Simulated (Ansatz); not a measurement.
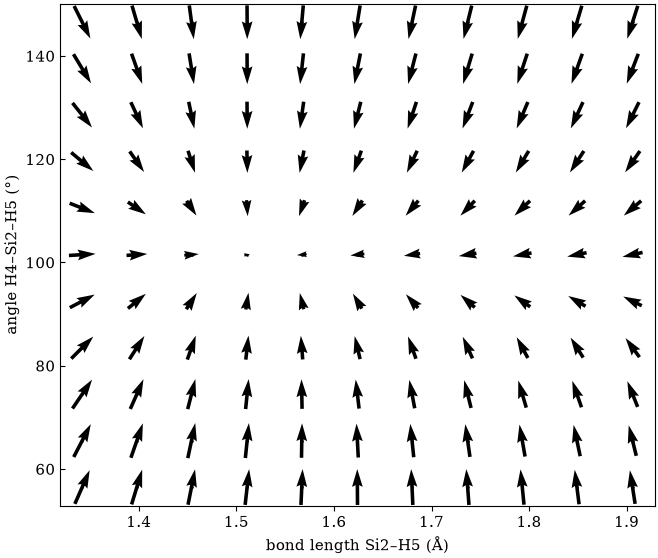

H₅OSi₂, SMILES [O-][SiH2][SiH3], charge −1. Coordinates scanned: (1) bond length Si2–H5; (2) angle H4–Si2–H5. Nothing is relaxed (all other coordinates rigid). The scan uses an 11 × 11 grid. Points are written as (first, second). Theory: RKS CAM-B3LYP-D4/def2-SVPD in Ansatz 0.2.0.

In the figure: dots at the grid points, arrows along the force (downhill), their lengths compressed.

Q: The arrows alone are given. Where is the energy lowest?

A: The arrows converge at about (1.525 Å, 102°) (read from the interpolated surface).

The energy map of the same scan:

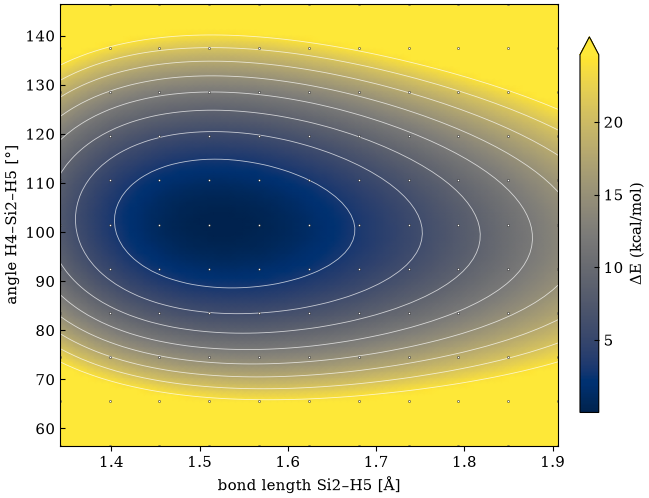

Energies are in kcal/mol, from the relaxed molecule at the same level; between grid points the surface is interpolated.
